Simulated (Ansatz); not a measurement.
# BiP (model cell, started as zinc blende): phonons and vibrational spectra

Aim: the vibrations of BiP (model cell, started as zinc blende), their spectra, and whether the structure is stable.

Calculated with Ansatz 0.2.0; DFT r2SCAN, scalar-relativistic, plane waves, PAW.

The structure was built from a prototype and need not be the compound's stable phase.

## 1. Starting point

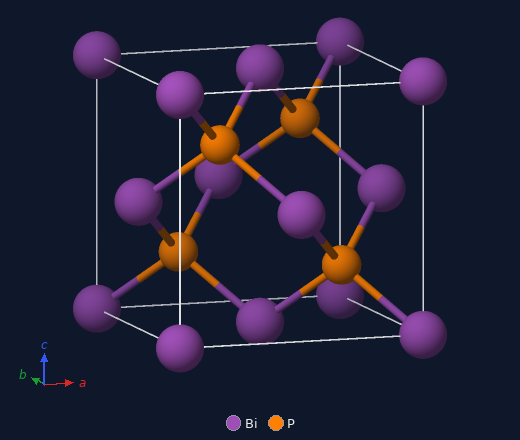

The cell as given, slightly off an axis (bismuth purple, phosphorus orange). This picture shows the conventional cell, with its axes. Bonds to atoms that aren't drawn are left out. Some periodic images of atoms are drawn too.

As a file:

```cif
data_structure
_symmetry_space_group_name_H-M 'F-43m'
_symmetry_Int_Tables_number 216
_cell_length_a 6.4691
_cell_length_b 6.4691
_cell_length_c 6.4691
_cell_angle_alpha 90.000
_cell_angle_beta 90.000
_cell_angle_gamma 90.000
_cell_volume 270.73
loop_
_atom_site_label
_atom_site_type_symbol
_atom_site_symmetry_multiplicity
_atom_site_Wyckoff_symbol
_atom_site_fract_x
_atom_site_fract_y
_atom_site_fract_z
_atom_site_occupancy
Bi1 Bi 4 a 0.00000 0.00000 0.00000 1
P1 P 4 d 0.25000 0.25000 0.75000 1
```

## 2. Relaxation

The cell and atoms are relaxed, since residual forces and stress would shift the frequencies.

Contents of input.yaml:

```yaml
crystal:
  lattice:
    - [0.0, 3.23455, 3.23455]
    - [3.23455, 0.0, 3.23455]
    - [3.23455, 3.23455, 0.0]
  atoms:
    - { symbol: Bi, position: [0.0, 0.0, 0.0] }
    - { symbol: P, position: [0.25, 0.25, 0.25] }
kpoints:
  mp_grid: { grid: [12, 12, 12] }
hamiltonian:
  xc: r2scan
scf:
  occupations: { method: gaussian, width: 0.1 }
output:
  forces: true
  stress: true
  eigenvalues: true
relax:
  adjacent_minimum: "off"
  f_tol: 0.005
  max_steps: 80
  cell: { stress_tol: 0.05 }
```

On the command line:

```
> ansatz run input.yaml --threads 4 --pin off --max-ram 7168MiB --backend cpu --events-out ev --progress --plain --runs-dir out
```

Numbers of over 12 decimals in the logs are rounded to 6 here.

The program printed:

```text
Engine: ansatz 0.2.0, aarch64-unknown-linux-gnu
Pseudopotentials: kind: paw
Pseudopotential: Bi, paw, valence charge 15, recommended cutoff 500 eV (meta_gga), Bi.paw.azcp
Pseudopotential: P, paw, valence charge 5, recommended cutoff 500 eV (meta_gga), P.paw.azcp
Functional definition: r2SCAN
  parameter k0 = 0.174
  parameter k1 = 0.065
  parameter a1 = 4.9479
  exchange = r2scan_x(k0 = k0, k1 = k1, a1 = a1)
  correlation = r2scan_c
Crystal: 2 atoms, lattice volume = 67.682 Å³
Basis set: ecut = 500 eV, 1759 PW (Γ), exchange–correlation on 144×144×144 points (64 copies of the dense FFT grid, shifted against one another)
Bands: 14, of which v1, the nominal top of the filled ones, is band 10 counted from 1 (9 counted from 0)
Symmetry: 24 space group operations
Space group: F-43m (ITA 216), of the structure as read, at distance tolerance 4.1e-5 Å
k-points: 72 of 1728 (time reversal used)
Non-local potential: Bi, projectors of the file, l = 0: 2, l = 1: 2, l = 2: 2, l = 3: 2
Non-local potential: P, projectors of the file, l = 0: 2, l = 1: 2, l = 2: 2
PAW form: soft (Blöchl's): semilocal exchange-correlation on the pseudo side does not see the compensation charge
PAW frozen core: Bi, regenerated for the run's functional (the file was generated under x = pbe(κ = 0.804, μ = 0.219515), c = pbe(β = 0.066725))
PAW frozen core: P, regenerated for the run's functional (the file was generated under x = pbe(κ = 0.804, μ = 0.219515), c = pbe(β = 0.066725))
PAW one-centre angular grid: Bi, 590 points (default); XC on 160 Gauss nodes
PAW one-centre angular grid: P, 302 points (default); XC on 160 Gauss nodes
Initial density: superposition of atomic densities (neutral atoms: chi_scale 0, normalization atom), corrected by the library's trained network
Initial wavefunctions: pseudopotential atomic-orbital guess
Functional: x = r2scan, c = r2scan; τ floored in thin density (d = 2e-4 eV/Å³)
SCF iter   1: F=—  HF=-13169.389659 eV  |F-HF|=—  |Δ(HF+E_count)|=         —  Δρ=2.89e-3  dr2=4.71e-3  dr2_τ=2.60e-3  ethr=1.77e-3  ⟨swp⟩=5.8  Hψ=6194  notcnv=0
preconditioner: auto → Kerker (q_TF=auto, 2.227 Å⁻¹)  [metal: Δε(μ)=0.045 eV  Ē_g=9.303 eV  σ=0.100 eV  W_gap=0.25  n_scr=14 (ndim 8)  ℏωp=14.3 eV  f_vac=0.026  D(μ)=1.02/eV (n_scr^D=0)]
SCF iter   2: F=—  HF=-13169.393533 eV  |F-HF|=—  |Δ(HF+E_count)|=   3.87e-3  Δρ=1.71e-3  dr2=1.81e-3  dr2_τ=7.66e-5  ethr=2.35e-5  ⟨swp⟩=2.7  Hψ=2460  notcnv=0
SCF iter   3: F=—  HF=-13169.393667 eV  |F-HF|=—  |Δ(HF+E_count)|=   1.34e-4  Δρ=2.72e-4  dr2=9.64e-5  dr2_τ=2.40e-6  ethr=9.04e-6  ⟨swp⟩=2.2  Hψ=1433  notcnv=0
SCF iter   4: F=—  HF=-13169.393694 eV  |F-HF|=—  |Δ(HF+E_count)|=   2.68e-5  Δρ=1.16e-4  dr2=1.47e-5  dr2_τ=1.75e-7  ethr=4.82e-7  ⟨swp⟩=2.2  Hψ=1332  notcnv=0
SCF iter   5: F=—  HF=-13169.393699 eV  |F-HF|=—  |Δ(HF+E_count)|=   5.19e-6  Δρ=3.28e-5  dr2=1.51e-6  dr2_τ=4.29e-8  ethr=7.35e-8  ⟨swp⟩=2.0  Hψ=1302  notcnv=0
SCF iter   6: F=—  HF=-13169.393699 eV  |F-HF|=—  |Δ(HF+E_count)|=   6.00e-8  Δρ=1.33e-5  dr2=1.76e-7  dr2_τ=8.86e-9  ethr=7.54e-9  ⟨swp⟩=2.0  Hψ=1277  notcnv=0
SCF iter   7: F=-13169.393699 eV  HF=-13169.393699 eV  |F-HF|=9.27e-9  |Δ(HF+E_count)|=   7.66e-8  Δρ=3.67e-6  dr2=9.02e-9  dr2_τ=4.74e-10  ethr=5.00e-10  ⟨swp⟩=7.3  Hψ=5369  notcnv=0
SCF 1 converged in 7 iterations: F = -13169.393699 eV  dr2 = 9.02e-9
  greatest PAW one-centre occupation: 0.986 electrons in one spin orbital (limit 2), on the Bi atom at site 0 (counted from 0), in its partial waves of l = 2
relax step   1: F+E_penalty+E_count = -13169.39369896 eV  Δ(F+E_penalty+E_count) = +0.000e0 eV  max|allowed force component| = 1.369e-15 eV/Å  Δτ_max = 0.0000 Å  P = -0.099 GPa  Ω = 67.682 Å³  (7 SCF iters, dr2 threshold 1.00e-7 eV, accepted)
Crystal: 2 atoms, lattice volume = 67.444 Å³
Basis set: ecut = 500 eV, 1687 PW (Γ), exchange–correlation on 144×144×144 points (64 copies of the dense FFT grid, shifted against one another)
Initial density: handed on by an earlier stage of this run
Initial wavefunctions: those handed on with the density
iter 1 solved again at ethr=7.48e-8 eV; its pass at ethr=3.10e-3 eV (dr2=1.50e-5 eV) is discarded
SCF iter   1: F=—  HF=-13169.393511 eV  |F-HF|=—  |Δ(HF+E_count)|=         —  Δρ=6.23e-5  dr2=4.82e-6  dr2_τ=8.05e-5  ethr=7.48e-8  ⟨swp⟩=3.1  Hψ=7190  notcnv=0
preconditioner: auto → Kerker (q_TF=auto, 2.228 Å⁻¹)  [metal: Δε(μ)=0.029 eV  Ē_g=9.303 eV  σ=0.100 eV  W_gap=0.16  n_scr=14 (ndim 8)  ℏωp=14.3 eV  f_vac=0.032  D(μ)=0.98/eV (n_scr^D=0)]
SCF iter   2: F=—  HF=-13169.393756 eV  |F-HF|=—  |Δ(HF+E_count)|=   2.44e-4  Δρ=8.56e-5  dr2=1.25e-5  dr2_τ=2.65e-7  ethr=2.41e-8  ⟨swp⟩=3.1  Hψ=1874  notcnv=0  recentre
SCF iter   3: F=—  HF=-13169.393754 eV  |F-HF|=—  |Δ(HF+E_count)|=   1.22e-6  Δρ=6.07e-5  dr2=6.36e-6  dr2_τ=3.18e-8  ethr=2.41e-8  ⟨swp⟩=1.0  Hψ=1014  notcnv=0
SCF iter   4: F=—  HF=-13169.393753 eV  |F-HF|=—  |Δ(HF+E_count)|=   8.13e-7  Δρ=2.25e-5  dr2=9.05e-7  dr2_τ=9.48e-9  ethr=2.41e-8  ⟨swp⟩=2.0  Hψ=1149  notcnv=0
SCF iter   5: F=—  HF=-13169.393753 eV  |F-HF|=—  |Δ(HF+E_count)|=   1.53e-7  Δρ=1.28e-5  dr2=2.45e-7  dr2_τ=3.12e-9  ethr=4.52e-9  ⟨swp⟩=2.0  Hψ=1305  notcnv=0
SCF iter   6: F=—  HF=-13169.393753 eV  |F-HF|=—  |Δ(HF+E_count)|=   9.86e-9  Δρ=1.20e-5  dr2=2.20e-7  dr2_τ=1.09e-9  ethr=1.22e-9  ⟨swp⟩=1.0  Hψ=1008  notcnv=0
SCF iter   7: F=—  HF=-13169.393753 eV  |F-HF|=—  |Δ(HF+E_count)|=   2.26e-8  Δρ=6.93e-6  dr2=7.75e-8  dr2_τ=4.48e-10  ethr=1.10e-9  ⟨swp⟩=1.1  Hψ=1014  notcnv=0
SCF iter   8: F=-13169.393753 eV  HF=-13169.393753 eV  |F-HF|=1.16e-8  |Δ(HF+E_count)|=   1.24e-8  Δρ=3.33e-6  dr2=1.80e-8  dr2_τ=1.36e-10  ethr=1.23e-10  ⟨swp⟩=5.3  Hψ=5032  notcnv=0
SCF 2 converged in 8 iterations: F = -13169.393753 eV  dr2 = 1.80e-8
relax step   2: F+E_penalty+E_count = -13169.39375329 eV  Δ(F+E_penalty+E_count) = -5.433e-5 eV  max|allowed force component| = 1.425e-15 eV/Å  Δτ_max = 0.0000 Å  P = +0.061 GPa  Ω = 67.444 Å³  energy of the carried Pulay correction = +2.607e-5 eV  (8 SCF iters, dr2 threshold 2.46e-8 eV, accepted)
Crystal: 2 atoms, lattice volume = 67.535 Å³
iter 1 solved again at ethr=1.00e-8 eV; its pass at ethr=3.10e-3 eV (dr2=2.01e-6 eV) is discarded
SCF iter   1: F=—  HF=-13169.393725 eV  |F-HF|=—  |Δ(HF+E_count)|=         —  Δρ=2.23e-5  dr2=6.21e-7  dr2_τ=1.18e-5  ethr=1.00e-8  ⟨swp⟩=3.3  Hψ=7278  notcnv=0
preconditioner: auto → Kerker (q_TF=auto, 2.227 Å⁻¹)  [metal: Δε(μ)=0.033 eV  Ē_g=9.293 eV  σ=0.100 eV  W_gap=0.18  n_scr=14 (ndim 8)  ℏωp=14.3 eV  f_vac=0.033  D(μ)=0.99/eV (n_scr^D=0)]
SCF iter   2: F=—  HF=-13169.393761 eV  |F-HF|=—  |Δ(HF+E_count)|=   3.64e-5  Δρ=3.46e-5  dr2=2.03e-6  dr2_τ=3.68e-8  ethr=3.11e-9  ⟨swp⟩=3.1  Hψ=1902  notcnv=0  recentre
SCF iter   3: F=—  HF=-13169.393761 eV  |F-HF|=—  |Δ(HF+E_count)|=   1.69e-7  Δρ=2.61e-5  dr2=1.17e-6  dr2_τ=7.48e-9  ethr=3.11e-9  ⟨swp⟩=1.0  Hψ=1009  notcnv=0
SCF iter   4: F=—  HF=-13169.393761 eV  |F-HF|=—  |Δ(HF+E_count)|=   1.61e-7  Δρ=7.68e-6  dr2=1.09e-7  dr2_τ=7.91e-10  ethr=3.11e-9  ⟨swp⟩=2.1  Hψ=1285  notcnv=0
SCF iter   5: F=—  HF=-13169.393761 eV  |F-HF|=—  |Δ(HF+E_count)|=   1.54e-8  Δρ=4.29e-6  dr2=2.75e-8  dr2_τ=3.76e-10  ethr=5.45e-10  ⟨swp⟩=2.0  Hψ=1306  notcnv=0
SCF iter   6: F=—  HF=-13169.393761 eV  |F-HF|=—  |Δ(HF+E_count)|=   2.83e-9  Δρ=3.58e-6  dr2=1.92e-8  dr2_τ=1.03e-10  ethr=1.37e-10  ⟨swp⟩=1.3  Hψ=1034  notcnv=0
SCF iter   7: F=-13169.393761 eV  HF=-13169.393761 eV  |F-HF|=4.44e-9  |Δ(HF+E_count)|=   2.05e-9  Δρ=2.05e-6  dr2=6.77e-9  dr2_τ=4.27e-11  ethr=4.71e-11  ⟨swp⟩=4.8  Hψ=4494  notcnv=0
SCF 3 converged in 7 iterations: F = -13169.393761 eV  dr2 = 6.77e-9
relax step   3: F+E_penalty+E_count = -13169.39376068 eV  Δ(F+E_penalty+E_count) = -7.396e-6 eV  max|allowed force component| = 1.240e-15 eV/Å  Δτ_max = 0.0000 Å  P = -0.000 GPa  Ω = 67.535 Å³  energy of the carried Pulay correction = +1.611e-5 eV  (7 SCF iters, dr2 threshold 9.43e-9 eV, accepted)
Initial wavefunctions: pseudopotential atomic-orbital guess (no wavefunctions were taken with the density)
iter 1 solved again at ethr=4.88e-8 eV; its pass at ethr=3.10e-3 eV (dr2=9.77e-6 eV) is discarded
SCF iter   1: F=—  HF=-13169.393741 eV  |F-HF|=—  |Δ(HF+E_count)|=         —  Δρ=2.82e-6  dr2=6.71e-9  dr2_τ=2.74e-9  ethr=4.88e-8  ⟨swp⟩=5.0  Hψ=9814  notcnv=0
preconditioner: auto → Kerker (q_TF=auto, 2.227 Å⁻¹)  [metal: Δε(μ)=0.033 eV  Ē_g=9.294 eV  σ=0.100 eV  W_gap=0.18  n_scr=14 (ndim 8)  ℏωp=14.3 eV  f_vac=0.034  D(μ)=0.99/eV (n_scr^D=0)]
SCF iter   2: F=—  HF=-13169.393744 eV  |F-HF|=—  |Δ(HF+E_count)|=   2.77e-6  Δρ=1.39e-6  dr2=1.42e-9  dr2_τ=8.84e-11  ethr=3.36e-11  ⟨swp⟩=3.4  Hψ=2084  notcnv=0
SCF iter   3: F=—  HF=-13169.393744 eV  |F-HF|=—  |Δ(HF+E_count)|=  3.22e-10  Δρ=2.60e-7  dr2=4.00e-11  dr2_τ=3.74e-12  ethr=7.12e-12  ⟨swp⟩=2.1  Hψ=1310  notcnv=0
SCF iter   4: F=-13169.393744 eV  HF=-13169.393744 eV  |F-HF|=0.00e0  |Δ(HF+E_count)|=  2.55e-11  Δρ=6.03e-8  dr2=4.10e-12  dr2_τ=2.66e-13  ethr=1.00e-12  ⟨swp⟩=9.5  Hψ=6401  notcnv=0
SCF 4 converged in 4 iterations: F = -13169.393744 eV  dr2 = 4.10e-12
relax step   4: F+E_penalty+E_count = -13169.39374408 eV  Δ(F+E_penalty+E_count) = +1.661e-5 eV  max|allowed force component| = 1.092e-15 eV/Å  Δτ_max = 0.0000 Å  P = -0.000 GPa  Ω = 67.535 Å³  stress off target by 3.09e-4 GPa  SCF on the basis re-selected at this cell (its energy is not comparable with the rows above)  (4 SCF iters)
basis re-selected at this cell: Δ(F+E_penalty+E_count) = +1.661e-5 eV, ΔP = -0.000 GPa vs the last step (what re-selecting the basis moved, of the pressure what is left beyond the Pulay correction that the steps carried, after the strain that the cell walked since its last selection, with what the two solves' SCF thresholds leave and, on support functions, any second-order correction that the steps lacked; it is no m [...]
SCF converged after 4 iterations
Free energy (F): -13169.393744 eV
Harris-Foulkes:  -13169.393744 eV  (|F-HF|=0.00e0)
Internal energy: -13169.388816 eV  (E = F + TS)
E sigma→0 (E₀):  -13169.391280 eV
Entropy (-TS):   -0.004928 eV (-2.464 meV/atom)
Fermi energy:    6.404504 eV
--- Per-component energies (eV) ---
  E_band       = -170.702456
  E_kinetic    = 367.887558
  E_local      = -1897.330762  (includes V_loc(G=0)·N_el)
  E_nonlocal   = 595.588918
  E_hartree    = 635.989926
  E_xc         = -197.873819
  E_vxc        = -219.885152  (∫ρ·V_xc dr)
  E_paw        = -11263.847957  (= ΣΔE_a)
  E_vpaw       = -302.887726  (= ΣTr[D̂ρ^β])
  E_aug_tail   = -0.000264  (compensation charges beyond the density's cutoff)
  E_vtau       = 13.945077  (kinetic-family band-sum trace: ∫τ·v_τ [+ j·A + Jᵃ·Aᵃ] dr)
  E_ewald      = -1410.587121
  E_core_change = 0.784705  (= ΣΔE_core)
  E_smearing   = -0.004928  (= −TS)
  E_closure    = -0.000000  (closes the sum)
  Σ components = -13169.393744   (vs F -13169.393744, Δ=0.00e0)
--- Forces (eV/Å), atoms counted from 1 ---
  atom   1  Bi    -0.00000000     0.00000000     0.00000000
  atom   2  P      0.00000000    -0.00000000    -0.00000000
  max |Σ_I F_I| component: 5.18e-16 eV/Å
--- Stress (GPa, compression-positive) ---
       -0.000309      -0.000000      -0.000000
       -0.000000      -0.000309      -0.000000
       -0.000000       0.000000      -0.000309
  P = ⅓ Tr σ = -0.0003 GPa (-0.003 kbar)
--- Band table (eV; the first three rows and the last of 72) ---
  k-point 0: bands = [... 6 lower, 0.1115, 4.4415, 4.4415, 4.4415, 7.2941, 7.2941, 7.2941, 10.8994]
  k-point 1: bands = [... 6 lower, -0.1201, 4.3545, 4.3545, 4.4412, 7.3900, 7.4188, 7.4188, 11.2252]
  k-point 2: bands = [... 6 lower, -0.7079, 4.1474, 4.1474, 4.3612, 7.7187, 7.7187, 7.7829, 11.9730]
  k-point 71: bands = [... 6 lower, -4.0967, 2.1264, 2.1957, 6.7763, 8.0491, 8.9118, 10.1329, 12.7454]
--- Relaxed structure (3 steps of the walk, 3 accepted, 1 SCFs on fresh bases) ---
  F+E_penalty+E_count = -13169.39374408 eV   max|allowed force component| = 1.092e-15 eV/Å   (the final SCF, on the basis selected at the relaxed cell)
  cell:  # Å, volume = 67.5348 Å³
    - [0, 3.232207, 3.232207]
    - [3.232207, 0, 3.232207]
    - [3.232207, 3.232207, 0]
  atoms:
    - { symbol: Bi, position: [0, 0, 0] }
    - { symbol: P, position: [0.25, 0.25, 0.25] }
```

Elapsed: 17 s, on 4 threads of Arm Neoverse V2, shared host; peak memory 0.69 GiB.

Little changed from the start: no atom moved by 0.005 Å and no cell edge by 0.1 %.

This step gave:

- pressure: -3.09e-4 GPa
- volume per atom: 33.77 Å³
- gap on the k-mesh: 0 eV

In this step the volume went from 33.84 to 33.77 Å³/atom.

## 3. Tight relaxation

Phonons need a cell at rest on their own settings, so the relaxation is repeated with tight tolerances on forces and stress on the k mesh and occupations of the first response run.

Contents of input.yaml:

```yaml
crystal:
  lattice:
    - [0.0, 3.2322066272, 3.2322066272]
    - [3.2322066272, 0.0, 3.2322066272]
    - [3.2322066272, 3.2322066272, 0.0]
  atoms:
    - { symbol: Bi, position: [0.0, 0.0, 0.0] }
    - { symbol: P, position: [0.25, 0.25, 0.25] }
kpoints:
  mp_grid: { grid: [12, 12, 12] }
hamiltonian:
  xc: r2scan
scf:
  occupations: { method: methfessel_paxton, width: 0.2 }
output:
  forces: true
  stress: true
  eigenvalues: true
  write_density: true
  write_potential: true
  elf: true
  volumetric_format: npy
relax:
  adjacent_minimum: "off"
  f_tol: 0.001
  max_steps: 60
  cell: { stress_tol: 0.01 }
```

The program printed:

```text
[...]
Crystal: 2 atoms, lattice volume = 67.535 Å³
Basis set: ecut = 500 eV, 1687 PW (Γ), exchange–correlation on 144×144×144 points (64 copies of the dense FFT grid, shifted against one another)
Bands: 14, of which v1, the nominal top of the filled ones, is band 10 counted from 1 (9 counted from 0)
Symmetry: 24 space group operations
[...]
k-point 71: bands = [... 6 lower, -4.0964, 2.1252, 2.1946, 6.7738, 8.0444, 8.9089, 10.1287, 12.7415]
--- Relaxed structure (3 steps of the walk, 3 accepted, 1 SCFs on fresh bases) ---
[...]
cell:  # Å, volume = 67.5602 Å³
    - [0, 3.232612, 3.232612]
    - [3.232612, 0, 3.232612]
    - [3.232612, 3.232612, 0]
  atoms:
    - { symbol: Bi, position: [0, 0, 0] }
    - { symbol: P, position: [0.25, 0.25, 0.25] }
[key lines of the parts left out:]
SCF converged after 5 iterations
Free energy (F): -13169.392036 eV
Fermi energy:    6.391544 eV
P = ⅓ Tr σ = 0.0000 GPa (0.000 kbar)
```

Run time: 18 s. Hardware: 4 threads; peak memory 0.71 GiB; 70 s of CPU time.

Little changed from the start: no atom moved by 0.005 Å and no cell edge by 0.1 %.

This step gave:

| Item | Value |
| --- | --- |
| pressure | 4.60e-5 GPa |
| volume per atom | 33.78 Å³ |

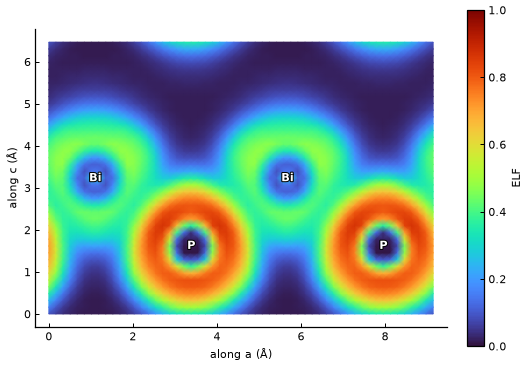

ELF in the ac plane of a cell with a along [110], b along [-110] and c along [001] of the cube at fractional y = 0.500, with atoms of Bi and P within 0.2 Å of it. It is the smooth field of the valence electrons, not physical close to the nuclei. The map starts off the cell's origin, so that atoms lie inside it.

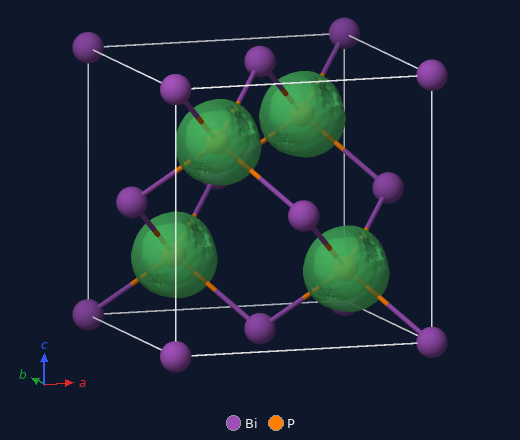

Surface of ELF = 0.79. Bonds to atoms that aren't drawn are left out.

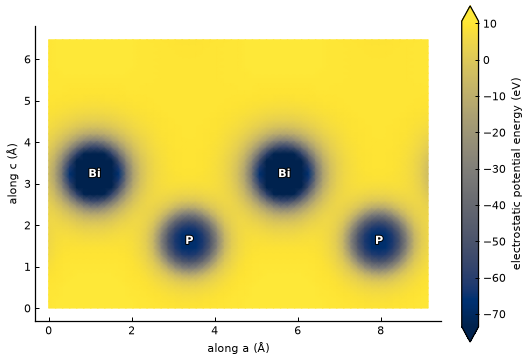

Electrostatic potential energy in the ac plane of a cell with a along [110], b along [-110] and c along [001] of the cube at fractional y = 0.500, with atoms of Bi and P within 0.2 Å of it. With pseudopotentials it is smooth inside the atoms' cores, unlike the true potential. The map starts off the cell's origin, so that atoms lie inside it.

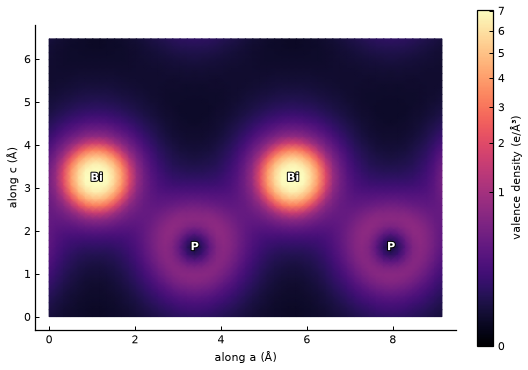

Valence density in the ac plane of a cell with a along [110], b along [-110] and c along [001] of the cube at fractional y = 0.500, with atoms of Bi and P within 0.2 Å of it. It is the smooth field of the valence electrons, not physical close to the nuclei. The map starts off the cell's origin, so that atoms lie inside it. The colour scale is stretched toward low values.

The forces vanish by symmetry and the pressure is 0.000 GPa, within the tolerances set. The cell now holds 33.78 Å³/atom.

[end of part 1 of 2]

[Logs are printed without paths, hosts, clocks, repeated set-up lines and the standing remarks that a program may print on its own settings, such as how far it seeks lower states.]

[Hosts, paths, dates, database ids (printed as entryN), source tags and the programs' standing remarks are cut or masked in the printed files.]
